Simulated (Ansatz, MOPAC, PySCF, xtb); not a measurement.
C2H6 (SMILES CC) and C3H6 (SMILES C=CC) are pulled apart as rigid monomers along the line of their centres of mass, from the B3LYP-D3(BJ)/def2-TZVP minimum. Starting geometry (charge 0, multiplicity 1):
```xyz
17

C      0.4768    -0.5425     0.4855
C     -0.5338     0.5985     0.5413
H      0.2421    -1.2415    -0.3199
H      0.4822    -1.1043     1.4206
H      1.4886    -0.1697     0.3124
H     -0.5574     1.1564    -0.3971
H     -0.2915     1.3023     1.3393
H     -1.5411     0.2241     0.7320
C     -1.2721    -0.3660     4.1366
C      0.0473    -0.4623     4.2356
C      1.0081     0.6721     4.0771
H     -1.7566     0.5810     3.9267
H     -1.9153    -1.2279     4.2585
H      0.4874    -1.4343     4.4437
H      1.6956     0.4884     3.2463
H      0.4881     1.6122     3.8889
H      1.6232     0.7936     4.9732
```

Interaction energies with rigid monomers; basis-set methods are counterpoise corrected unless marked otherwise.

Rows in 6-31G* carry no dispersion term and start afresh at each structure (6-31G* with six Cartesian d functions). The state that AM1, PM7 reach isn't checked; PM7 holds dispersion and hydrogen-bond terms.

Run with Ansatz (an electronic-structure program) with Gaussian orbitals; MOPAC for AM1, PM7 (differences of heats of formation); PySCF for 6-31G* rows, the dispersion terms; xtb for the GFN methods. Each number belongs to the level named beside it.

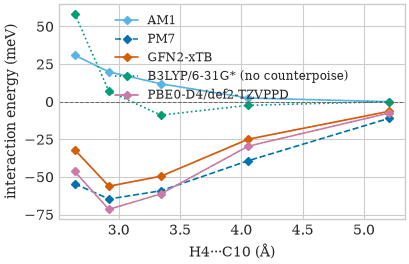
Fig. 1. Interaction energy against separation

Question: Which level binds most strongly at H4···C10 = 2.92, and by how much?

Answer: PBE0-D4/def2-TZVPPD, -72 meV.
